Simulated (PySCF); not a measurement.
SMILES c1cc(Sc2ccncc2)ccc1 (C11H9NS) at its GFN2-xTB optimised geometry (Å):

```
22

C     -0.6935    -2.8951     0.0000
C     -1.3864    -1.6951     0.0131
C     -0.7006    -0.4945     0.0258
C      0.6870    -0.5018     0.0044
S      1.5996     1.0284     0.0626
C      0.8672     1.9685    -1.2432
C      1.0188     3.3521    -1.2190
C      0.4751     4.0883    -2.2566
N     -0.1816     3.5503    -3.2711
C     -0.3097     2.2351    -3.2918
C      0.1950     1.3930    -2.3150
C      1.3869    -1.6987     0.0000
C      0.6914    -2.8951     0.0000
H     -1.2340    -3.8296    -0.0067
H     -2.4662    -1.6914     0.0215
H     -1.2361     0.4434     0.0467
H      1.5448     3.8296    -0.4077
H      0.5641     5.1664    -2.2749
H     -0.8431     1.8291    -4.1414
H      0.0685     0.3242    -2.3914
H      2.4662    -1.6859    -0.0038
H      1.2343    -3.8283    -0.0052
```

Computed with PySCF with CAM-B3LYP/def2-SVP. Cells within 0.4 Å of a nucleus heavier than hydrogen are left out (blank, or x).

Map of the HOMO amplitude (bohr^(-3/2)) on the plane z = 0.0 Å; orbital energy -7.57 eV, overall sign arbitrary:

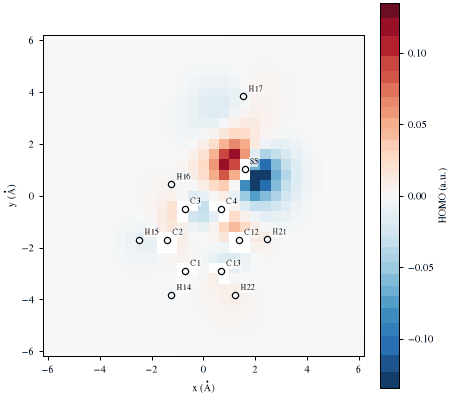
Figure. HOMO amplitude (bohr^(-3/2)) on the plane z = 0.0 Å.
